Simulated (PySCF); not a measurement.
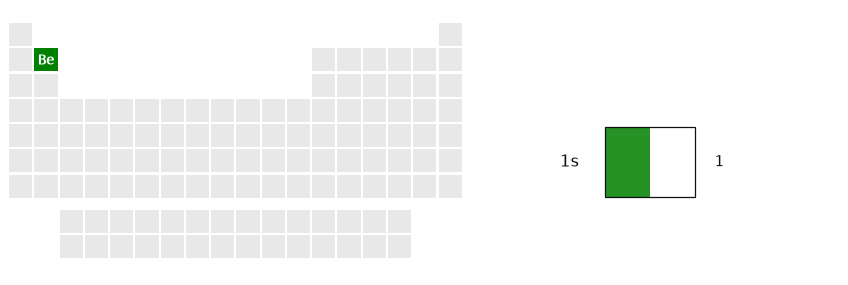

Left, the place of beryllium in the periodic table; right, the outer shells of the nominal configuration: a box for each of the 2l + 1 orbitals, shaded by the share of the shell that is filled, with the electron count at the right.

**Run report: Be³⁺, atomic calculation**

System: Be³⁺, configuration 1s1, multiplicity 2.
Method: unrestricted M06-2X, x2c-TZVPall, spin-free X2C-1e, Gaussian nucleus (PySCF).

### The input
```python
from pyscf import gto, scf, dft, mp, cc
import basis_set_exchange as bse
mol = gto.M(atom="Be 0 0 0", charge=3, spin=1, symmetry="D2h",
            basis=gto.basis.parse(bse.get_basis("x2c-TZVPall", elements=["Be"], fmt="nwchem", header=False)),
            nucmod="G")
mf = dft.UKS(mol, xc="M062X").sfx2c1e()
mf.irrep_nelec = {'Ag': (1, 0)}
mf.kernel()
```

The script is an equivalent of what the driver set up; the driver started from orbitals of its own, so the log can be shorter than this script's would be, and it computed the properties (radii, ⟨L²⟩, response) afterwards. It also set what the script leaves out: ang = 14. It held the occupations shell by shell, which the script's counts by irreducible representation don't always enforce.

Hardware: 1 thread of Intel Xeon, 54 GiB of memory available, shared host.

The run was one of a batch that the task file lists, launched with:
```bash
OMP_NUM_THREADS=1 python <driver script> TASK.json OUT
```

### Output (extracts)
```
damping factor = 0
level_shift factor = 0
DIIS = <class 'pyscf.scf.diis.CDIIS'>
diis_start_cycle = 1
diis_space = 10
diis_damp = 0
SCF conv_tol = 1e-09
SCF conv_tol_grad = None
number electrons alpha = 1  beta = 0
XC functionals = M062X
    Y. Zhao and D. G. Truhlar.,  Theor. Chem. Acc. 120, 215 (2008)
    Y. Zhao and D. G. Truhlar.,  Theor. Chem. Acc. 120, 215 (2008)
cycle= 1 E= -7.99227628143612  delta_E= -0.000113  |g|= 0.00119  |ddm|= 0.013
cycle= 2 E= -7.99227650839276  delta_E= -2.27e-07  |g|= 5.68e-05  |ddm|= 0.000442
cycle= 3 E= -7.99227650888744  delta_E= -4.95e-10  |g|= 2.3e-07  |ddm|= 1.9e-05
converged SCF energy = -7.99227650888744  <S^2> = 0.75  2S+1 = 2
```

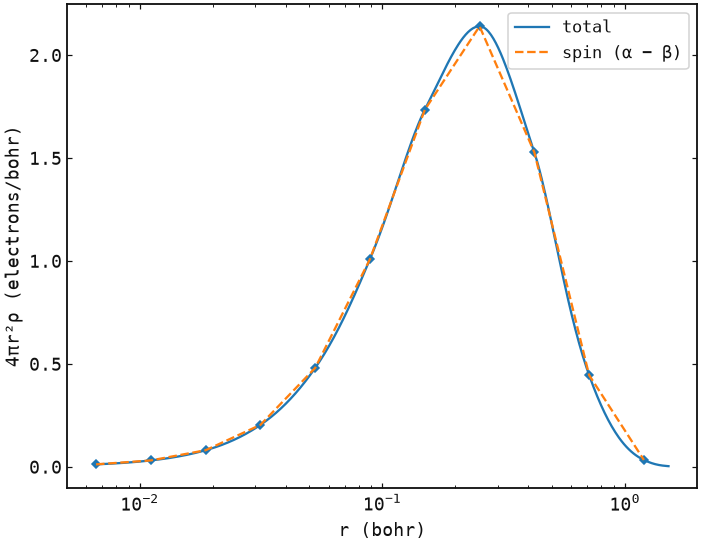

Spherically averaged radial density 4πr²ρ of the mean field and its spin part; markers are the stored points, which are sparse, and the line is a monotone interpolation between them. The largest stored value is 2.14 electrons/bohr at r = 0.25 bohr. Root-mean-square radii of the shells: 1s 0.441 bohr.

### Outcome

```
      quantity              value
       outcome          converged
  total energy  −7.992277 hartree
          ⟨S²⟩              0.750
SCF iterations                  3
```

### What is odd here

One thing in this input was made odd on purpose: angular grid far too coarse. The program ran to the end. The state is spherical (⟨L²⟩ = 0), so a coarse angular grid should matter little or not at all here.
